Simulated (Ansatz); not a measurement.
**BH4N: molecular dynamics**

Aim: follow the molecule's vibrations and see whether its bonds hold. The start is relaxed first. Runs: 300 steps of 0.25 fs under a Langevin thermostat at 400 K. SMILES of the start: BN.

All numbers below are computed with Ansatz 0.2.0 (RKS PBE0-D4/def2-mTZVP).

## Step 1: The structure to begin with

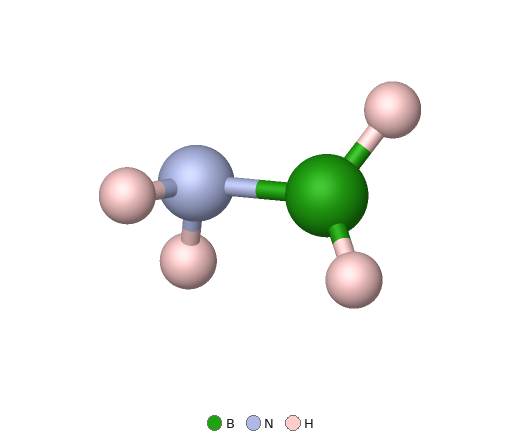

Start, viewed from a free direction; boron green, nitrogen light blue, hydrogen pink.

Structure file:

```xyz
6

B    -0.1545   -0.7069   -0.0646
N    -0.1320    0.8533   -0.0856
H     0.6583   -1.2974    0.3478
H    -1.0830   -1.1967   -0.5124
H     0.7347    1.1086   -0.6339
H     0.0186    1.1751    0.9026
```

## Step 2: Relaxing the start

The input, input.yaml:

```yaml
crystal:
  periodic: [false, false, false]
  atoms:
    - { symbol: B, position_ang: [-0.1545, -0.7069, -0.0646] }
    - { symbol: "N", position_ang: [-0.132, 0.8533, -0.0856] }
    - { symbol: H, position_ang: [0.6583, -1.2974, 0.3478] }
    - { symbol: H, position_ang: [-1.083, -1.1967, -0.5124] }
    - { symbol: H, position_ang: [0.7347, 1.1086, -0.6339] }
    - { symbol: H, position_ang: [0.0186, 1.1751, 0.9026] }
basis:
  gaussian: { orbitals: def2-mTZVP }
hamiltonian:
  xc: pbe0
  dispersion: d4
relax:
  f_tol: 0.02
  max_steps: 40
scf:
  lower_state_search: "off"
output:
  orbitals: {}
```

Launch:

```sh
$ ansatz run input.yaml --threads 1 --pin off --max-ram 2048MiB --backend cpu --events-out ev --progress --plain --runs-dir out
```

The program printed, cut to the lines that bear on the results:

```text
Warning: RAYON_NUM_THREADS=1 ignored (pool sized by the plan → 1); use --threads N
[...]
Functional definition: PBE0
[...]
505 factors; integrals over basis functions are off by at most 6.2e-4 eV
[...]
mean field -2228.21520813 eV, -81.8853985604 hartree, gradient 6.3e-6 eV, S^2 0.000000; 0 other end points of the search recorded, 0 dependent functions left out
[...]
reference -2228.21523499 eV, -81.8853995472 hartree; 8, 8 occupied and 42, 42 virtual orbitals, 505 factors
relax step   1: F+E_penalty+E_count = -2228.25269060 eV  Δ(F+E_penalty+E_count) = +0.000e0 eV  max|allowed force component| = 4.541e0 eV/Å  Δτ_max = 0.0000 Å  (12 SCF iters, accepted)
[...]
relax step   4: F+E_penalty+E_count = -2229.10055322 eV  Δ(F+E_penalty+E_count) = -3.064e-1 eV  max|allowed force component| = 2.251e0 eV/Å  Δτ_max = 0.1951 Å  (21 SCF iters, accepted)
[...]
relax step   7: F+E_penalty+E_count = -2229.91794199 eV  Δ(F+E_penalty+E_count) = -2.809e-1 eV  max|allowed force component| = 1.956e0 eV/Å  Δτ_max = 0.1598 Å  (17 SCF iters, accepted)
[...]
relax step  10: F+E_penalty+E_count = -2230.09967793 eV  Δ(F+E_penalty+E_count) = -1.486e-3 eV  max|allowed force component| = 2.540e-1 eV/Å  Δτ_max = 0.0173 Å  (16 SCF iters, accepted)
[...]
relax step  11: F+E_penalty+E_count = -2230.09919708 eV  Δ(F+E_penalty+E_count) = +4.809e-4 eV  max|allowed force component| = 1.013e-1 eV/Å  Δτ_max = 0.0175 Å  (16 SCF iters, rejected (line search))
[...]
relax step  12: F+E_penalty+E_count = -2230.10052244 eV  Δ(F+E_penalty+E_count) = -8.445e-4 eV  max|allowed force component| = 1.513e-3 eV/Å  Δτ_max = 0.0058 Å  (16 SCF iters, accepted)
Total energy: -2230.10054861 eV, -81.9546835451 hartree
Atom 0 at    -0.134475    -0.680864    -0.024764 Å, force    -0.000287    -0.000948     0.000290 eV/Å
Atom 1 at     0.151886     0.674702     0.009791 Å, force    -0.000413     0.000787    -0.000084 eV/Å
Atom 2 at     0.221380    -1.371242     0.884290 Å, force    -0.000221     0.000280    -0.000526 eV/Å
Atom 3 at    -0.729689    -1.123019    -0.962749 Å, force     0.000329    -0.000501     0.000214 eV/Å
Atom 4 at    -0.115983     1.317835    -0.719271 Å, force     0.000914     0.000281     0.001513 eV/Å
Atom 5 at     0.648980     1.118588     0.766603 Å, force    -0.000323     0.000100    -0.001407 eV/Å
Dipole moment:     0.086829     0.411541     0.010534 e Å
Checks for a lower state left out: stability, starts, cluster_reference, orbital_swaps, neighbouring_geometries, increment
```

Wall time 15 s (1 thread of Arm Neoverse N1, shared host); peak memory 0.097 GiB.

Step by step:

```
step  energy from step 1 (eV)  largest force component (eV/Å)
   1                   0.0000                          4.5412
   2                  -0.3442                          1.9955
   3                  -0.5415                          1.1283
   4                  -0.8479                          2.2510
   5                  -1.1401                          2.5271
   6                  -1.3843                          5.1949
   7                  -1.6653                          1.9558
   8                  -1.7463                          0.6866
   9                  -1.8455                          0.3401
  10                  -1.8470                          0.2540
 11x                  -1.8465                          0.1013
  12                  -1.8478                          0.0015
```

Step 1 is the start. 1 step was tried and not accepted (marked x).

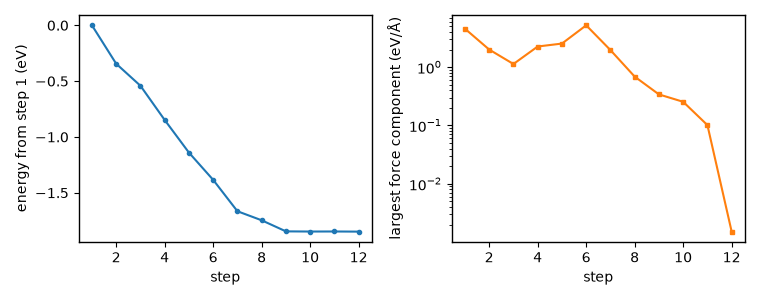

How energy and force went from step to step.

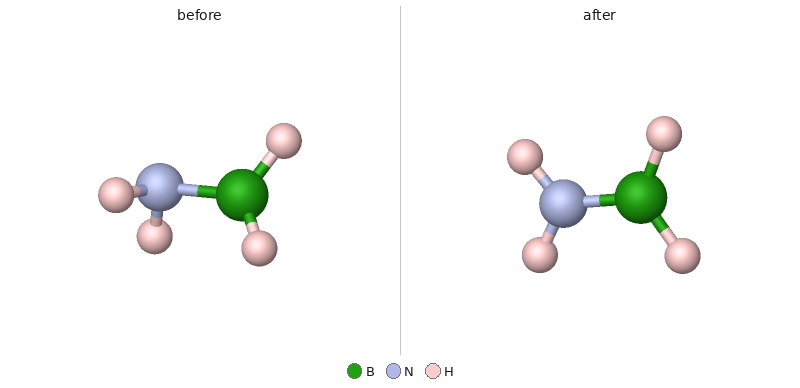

The structure before (left) and after (right), drawn at the same scale.

After: Bond lengths: B1–N2 1.386 Å, B1–H3 1.196 Å, B1–H4 1.196 Å, N2–H5 1.008 Å, N2–H6 1.008 Å. Angles: B1–N2–H5 123.4°, B1–N2–H6 123.4°, H5–N2–H6 113.1°, N2–B1–H3 119.0°, N2–B1–H4 119.0°, H3–B1–H4 122.1°.

## Step 3: Dynamics

300 steps of 0.25 fs under a Langevin thermostat at 400 K, from the relaxed start.

The input, input.yaml:

```yaml
crystal:
  periodic: [false, false, false]
  atoms:
    - { symbol: B, position_ang: [-0.134475, -0.680864, -0.024764] }
    - { symbol: "N", position_ang: [0.151886, 0.674702, 0.009791] }
    - { symbol: H, position_ang: [0.22138, -1.371242, 0.88429] }
    - { symbol: H, position_ang: [-0.729689, -1.123019, -0.962749] }
    - { symbol: H, position_ang: [-0.115983, 1.317835, -0.719271] }
    - { symbol: H, position_ang: [0.64898, 1.118588, 0.766603] }
basis:
  gaussian: { orbitals: def2-mTZVP }
hamiltonian:
  xc: pbe0
  dispersion: d4
md:
  timestep: 0.25
  n_steps: 300
  ensemble: nvt_langevin
  temperature: 400.0
  initial_velocities: maxwell_boltzmann
  seed: 67549
  friction: 0.05
scf:
  lower_state_search: "off"
```

Launch:

```sh
$ ansatz run input.yaml --threads 1 --pin off --max-ram 2048MiB --backend cpu --events-out ev --progress --plain --runs-dir out
```

The program printed, cut to the lines that bear on the results:

```text
Warning: RAYON_NUM_THREADS=1 ignored (pool sized by the plan → 1); use --threads N
[...]
[... 1 set-up line as earlier in the session ...]
[...]
506 factors; integrals over basis functions are off by at most 5.2e-4 eV
[...]
mean field -2230.06307740 eV, -81.9533065035 hartree, gradient 4.7e-6 eV, S^2 0.000000; 0 other end points of the search recorded, 0 dependent functions left out
[...]
reference -2230.06310383 eV, -81.9533074747 hartree; 8, 8 occupied and 42, 42 virtual orbitals, 506 factors
md step     0: t =     0.00 fs  T =   333.3 K  F+E_penalty+E_count = -2230.10052756 eV  E_kin = 0.258520 eV  (12 SCF iters)
[...]
md step    22: t =     5.50 fs  T =   294.3 K  F+E_penalty+E_count = -2230.03156508 eV  E_kin = 0.228279 eV  (13 SCF iters)
[...]
md step    44: t =    11.00 fs  T =   326.6 K  F+E_penalty+E_count = -2229.95651080 eV  E_kin = 0.253269 eV  (13 SCF iters)
[...]
md step    66: t =    16.50 fs  T =   344.4 K  F+E_penalty+E_count = -2229.92146353 eV  E_kin = 0.267086 eV  (13 SCF iters)
[...]
md step    86: t =    21.50 fs  T =   266.0 K  F+E_penalty+E_count = -2229.97876176 eV  E_kin = 0.206283 eV  (13 SCF iters)
md step    87: t =    21.75 fs  T =   227.8 K  F+E_penalty+E_count = -2229.97179921 eV  E_kin = 0.176692 eV  (13 SCF iters)
```

## Step 4: More of the same log: dynamics from the start

Output, continued, cut to the lines that bear on the results:

```text
md step    88: t =    22.00 fs  T =   233.5 K  F+E_penalty+E_count = -2229.96719179 eV  E_kin = 0.181106 eV  (13 SCF iters)
[...]
md step   117: t =    29.25 fs  T =   154.0 K  F+E_penalty+E_count = -2230.00834125 eV  E_kin = 0.119411 eV  (12 SCF iters)
[...]
md step   146: t =    36.50 fs  T =   427.9 K  F+E_penalty+E_count = -2230.02637624 eV  E_kin = 0.331886 eV  (17 SCF iters)
[...]
md step   175: t =    43.75 fs  T =   528.0 K  F+E_penalty+E_count = -2229.79579913 eV  E_kin = 0.409524 eV  (16 SCF iters)
[...]
md step   203: t =    50.75 fs  T =   619.5 K  F+E_penalty+E_count = -2229.84680244 eV  E_kin = 0.480459 eV  (16 SCF iters)
md step   204: t =    51.00 fs  T =   629.9 K  F+E_penalty+E_count = -2229.84032106 eV  E_kin = 0.488547 eV  (16 SCF iters)
```

## Step 5: More of the same log: dynamics from the start

The log, continued, cut to the lines that bear on the results:

```text
md step   205: t =    51.25 fs  T =   604.8 K  F+E_penalty+E_count = -2229.83260317 eV  E_kin = 0.469060 eV  (16 SCF iters)
[...]
md step   229: t =    57.25 fs  T =   633.1 K  F+E_penalty+E_count = -2229.90221206 eV  E_kin = 0.491019 eV  (16 SCF iters)
[...]
md step   253: t =    63.25 fs  T =   577.4 K  F+E_penalty+E_count = -2229.79198279 eV  E_kin = 0.447804 eV  (14 SCF iters)
[...]
md step   277: t =    69.25 fs  T =   344.8 K  F+E_penalty+E_count = -2229.86669682 eV  E_kin = 0.267439 eV  (17 SCF iters)
[...]
md step   299: t =    74.75 fs  T =   342.2 K  F+E_penalty+E_count = -2229.90546570 eV  E_kin = 0.265384 eV  (16 SCF iters)
[...]
md step   300: t =    75.00 fs  T =   321.9 K  F+E_penalty+E_count = -2229.90128766 eV  E_kin = 0.249635 eV  (16 SCF iters)
Total energy: -2229.90131405 eV, -81.9473618100 hartree
Atom 0 at    -0.095432    -0.645552     0.177076 Å, force    -0.421857     0.427451     0.376309 eV/Å
Atom 1 at     0.018545     0.722886     0.432105 Å, force     0.708924    -0.014488     0.329580 eV/Å
Atom 2 at    -0.291096    -1.470359     1.029991 Å, force     0.380914     0.333387     0.149597 eV/Å
Atom 3 at    -0.110307    -0.973835    -0.933135 Å, force    -0.159091    -0.318057    -0.985782 eV/Å
Atom 4 at     0.169450     1.451020    -0.243351 Å, force    -0.086704    -0.290085    -0.757569 eV/Å
Atom 5 at     0.385641     1.087977     1.288793 Å, force    -0.422185    -0.138208     0.887865 eV/Å
Dipole moment:     0.181635     0.379487     0.067051 e Å
Checks for a lower state left out: stability, starts, cluster_reference, orbital_swaps, neighbouring_geometries, increment
```

Wall time 5.1 min (1 thread of Arm Neoverse N1, shared host); peak memory 0.081 GiB.

## Step 6: What the atoms did

One step in 12; energies are changes from step 0:

```
time (fs)  T (K)  potential energy change (meV/atom)
      0.0    333                                 0.0
      3.0    316                                10.2
      6.0    338                                12.9
      9.0    264                                27.6
     12.0    377                                19.6
     15.0    457                                26.0
     18.0    448                                19.0
     21.0    329                                16.8
     24.0    258                                19.6
     27.0    204                                13.2
     30.0    197                                11.5
     33.0    214                                13.1
     36.0    366                                 9.9
     39.0    510                                23.7
     42.0    480                                53.9
     45.0    456                                54.7
     48.0    431                                70.3
     51.0    630                                43.4
     54.0    572                                43.3
     57.0    622                                33.5
     60.0    575                                47.8
     63.0    557                                50.9
     66.0    360                                59.5
     69.0    382                                40.9
     72.0    374                                32.6
     75.0    322                                33.2
```

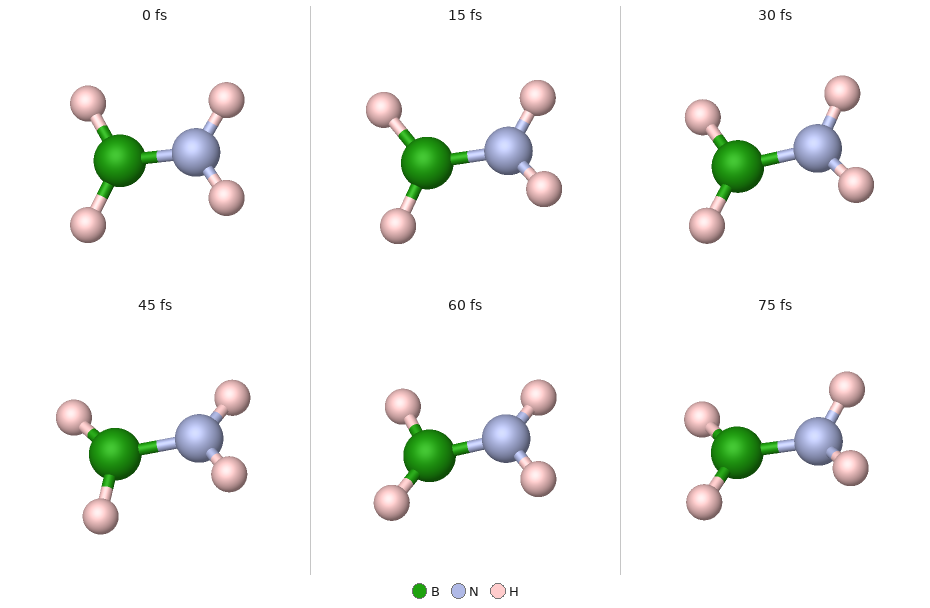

The system at six times, viewed from a chosen angle. Sticks join atoms within a bonding distance in each frame.

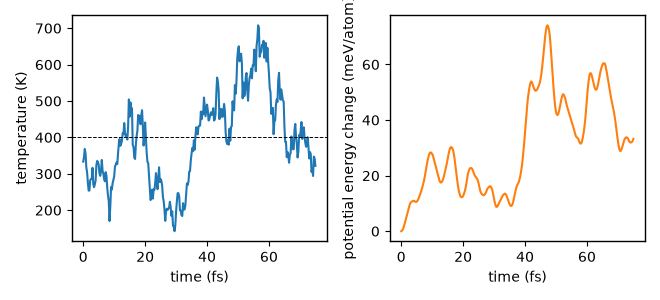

Time series of the run, each on its own scale. The dashed line is the set temperature.

## Step 7: Positions and forces

Positions (Å) and forces (eV/Å):

```xyz
6
time_fs=9.5 T=274 dE=0.1702
B    -0.060   -0.677   -0.067   -1.748    0.891   -1.924
N     0.117    0.701    0.076    0.797   -1.461    1.349
H     0.232   -1.473    0.704    0.515   -0.615    1.074
H    -0.746   -1.020   -1.047    0.804    0.133    0.512
H     0.014    1.327   -0.679   -0.313    0.810   -0.555
H     0.596    1.058    0.898   -0.056    0.242   -0.456
6
time_fs=18.8 T=461 dE=0.0832
B    -0.053   -0.636   -0.120    0.409   -0.095    0.661
N     0.124    0.730    0.159    0.160   -0.169   -0.077
H     0.285   -1.448    0.743   -0.266    0.578   -0.408
H    -0.488   -1.073   -1.156    0.051    0.458    0.110
H     0.005    1.508   -0.472   -0.328   -0.277   -0.410
H     0.526    1.097    1.011   -0.026   -0.495    0.123
6
time_fs=28.0 T=223 dE=0.0932
B    -0.055   -0.600   -0.149    0.641   -0.118    1.621
N     0.130    0.741    0.199    0.206   -0.493    0.633
H     0.126   -1.399    0.796   -0.183    0.495   -0.977
H    -0.285   -0.934   -1.252   -0.307   -0.057   -0.392
H    -0.017    1.515   -0.429    0.161    0.116    0.072
H     0.477    0.982    1.139   -0.518    0.057   -0.957
6
time_fs=37.5 T=432 dE=0.0999
B    -0.067   -0.608   -0.119   -0.681   -0.543    0.547
N     0.096    0.713    0.227    0.422    1.802    1.164
H    -0.133   -1.482    0.740    0.329    0.488   -0.535
H    -0.315   -0.780   -1.266    0.097   -0.371   -0.258
H     0.023    1.476   -0.449    0.119   -0.538    0.231
H     0.282    1.107    1.176   -0.285   -0.838   -1.149
6
time_fs=47.0 T=380 dE=0.4419
B    -0.116   -0.692   -0.020    0.028    3.432    0.452
N     0.066    0.718    0.262   -0.460   -0.989    0.631
H    -0.110   -1.575    0.718    0.113   -0.491    1.049
H    -0.424   -0.807   -1.098   -0.068   -0.803   -2.013
H     0.055    1.420   -0.516   -0.195   -0.973    1.489
H    -0.030    1.084    1.240    0.583   -0.175   -1.608
6
time_fs=56.2 T=670 dE=0.2085
B    -0.138   -0.639    0.074   -0.147   -3.048   -0.938
N     0.055    0.657    0.335   -0.606    4.029    0.600
H    -0.045   -1.441    0.970   -0.225    0.204   -0.015
H    -0.345   -1.067   -1.049    0.230    0.352    0.330
H    -0.039    1.440   -0.355    0.126   -1.280    0.906
H    -0.086    1.007    1.298    0.623   -0.256   -0.884
6
time_fs=65.5 T=388 dE=0.3628
B    -0.145   -0.649    0.100    0.925   -0.491    1.016
N     0.030    0.686    0.425    0.039    1.192   -0.130
H    -0.158   -1.251    1.169   -0.049   -0.652   -0.974
H    -0.048   -1.065   -1.073   -0.625    0.374    1.091
H    -0.081    1.378   -0.313    0.502    0.188    0.506
H     0.284    1.064    1.369   -0.791   -0.612   -1.509
6
time_fs=75.0 T=322 dE=0.1992
B    -0.095   -0.646    0.177   -0.422    0.427    0.376
N     0.018    0.723    0.432    0.709   -0.015    0.330
H    -0.291   -1.470    1.030    0.381    0.333    0.150
H    -0.110   -0.974   -0.933   -0.159   -0.318   -0.986
H     0.169    1.451   -0.243   -0.087   -0.290   -0.758
H     0.386    1.088    1.289   -0.422   -0.138    0.888
```

## Step 8: Outcome

| quantity | value |
| --- | --- |
| relaxation of the start | 10 moves, 1.848 eV lower |
| length | 300 steps of 0.25 fs |
| temperature, first and last step | 333 and 322 K |
| temperature, second half | mean 484 K, from 294 to 708 K |
| potential energy, second half | +45 meV/atom from the start |
| bonds formed or broken | 0 |

**Reading.** Against a set 400 K the second half averages 484 K with a spread of 97 K. The bonding pattern survives the run. 75 fs on 6 atoms is far too short and small for converged averages. The nuclei move classically, without zero-point motion, which matters most for hydrogen.
